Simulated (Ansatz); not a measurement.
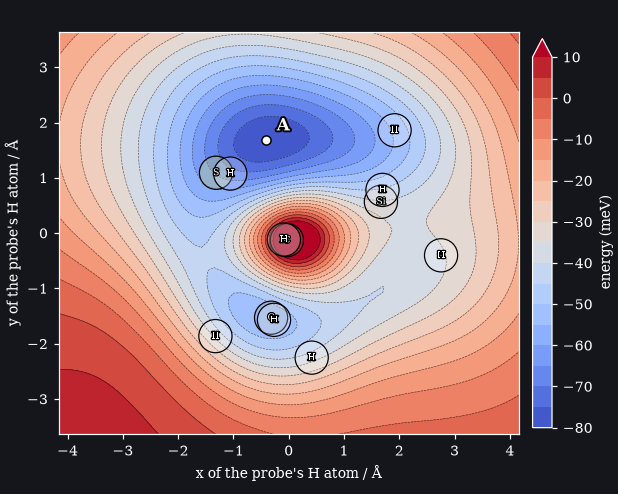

C₂H₈SSi (SMILES CC([SiH3])S) with the probe H2O. 
- The probe is moved over a plane parallel to the molecule's main plane, 3.17 Å above it.
- The first coordinate is: x of the probe's H atom; the second: y of the probe's H atom.
- Nothing is relaxed (molecule and probe rigid, the probe upright with H nearest the plane).
- The grid has 17 × 15 points.
- All energies are given in meV relative to molecule and probe far apart, each relaxed in its own basis (no counterpoise correction).
- The calculation used Ansatz 0.2.0, RKS PBE0-D4/def2-SVP.

Drawn: filled contours, labelled circles for the molecule's atoms, projected on the plane, one colour for all values above the top of the scale, the point A. Between grid points the surface is interpolated.

Question: Find the lowest pass out of the well at A.

Answer: The easiest path leads from the well at about x of the probe's H atom = −0.41 Å, y of the probe's H atom = 1.69 Å to the well at x of the probe's H atom = −0.52 Å, y of the probe's H atom = −1.56 Å, about 26 meV higher. Its highest point lies about 35 meV above the bottom of the first well on the interpolated surface, at x of the probe's H atom = −1.56 Å, y of the probe's H atom = −0.52 Å. Seen from the upper well the barrier is about 9.6 meV. This is the barrier on the constrained surface; relaxing the other coordinates would change it.

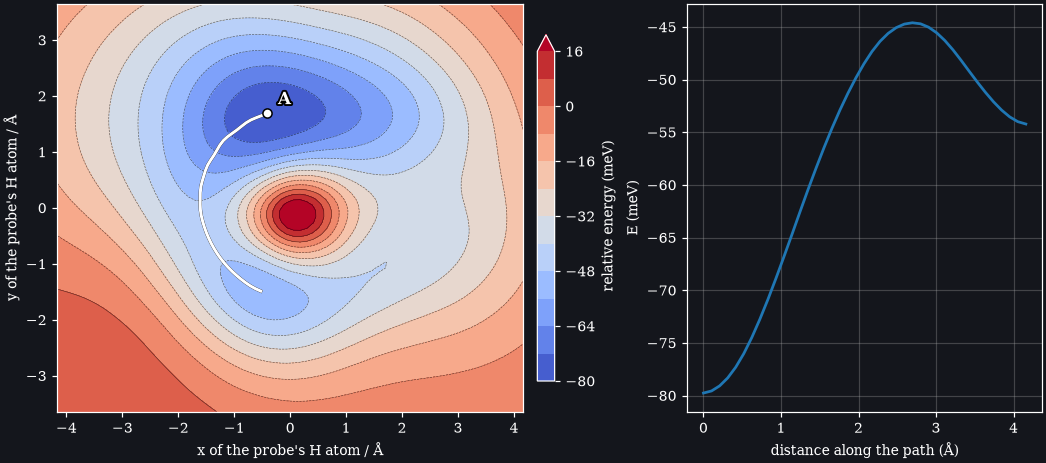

In the figure: filled contours, a line along the lowest path, one colour for all values above the top of the scale, the energy along the path at the right. Between grid points the surface is interpolated.
